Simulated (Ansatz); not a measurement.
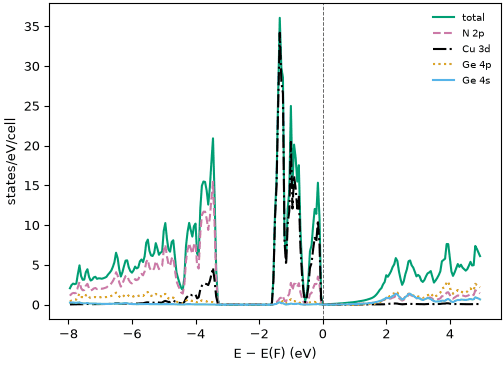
Total and projected density of states of CuGe₂N₃ in space group Cmc2_1 (No. 36; Cu on 4a, Ge on 8b, N on 8b, N on 4a), plane-wave PAW PBE (Ansatz code)

### Question
Which orbitals carry the states next to the Fermi level?

### Answer
Within 0.5 eV of the Fermi level: Cu 3d 69 %, N 2p 22 %. Projections are on Löwdin-orthogonalised atomic valence shells; empty p or d shells of many metals are not among them.

### Question
Where is the tallest occupied peak in this window, and what makes it?

### Answer
Near -1.3 eV, about 36 states/eV per cell; the largest projected share is Cu 3d.

The first step of the workflow began from a Materials Project structure, measured or hypothetical; the Crystallography Open Database copy checked does not list it. Its standing as an ambient phase is unchecked. Symmetry was held in the PBE relaxation; its stability against distortions is not shown here. The run is not spin-polarised. A small band overlap can be real or an error of a semilocal functional. Scalar-relativistic: spin–orbit coupling is off unless named, which matters more the heavier the elements.

Potentials: the later of the program's two PAW sets.
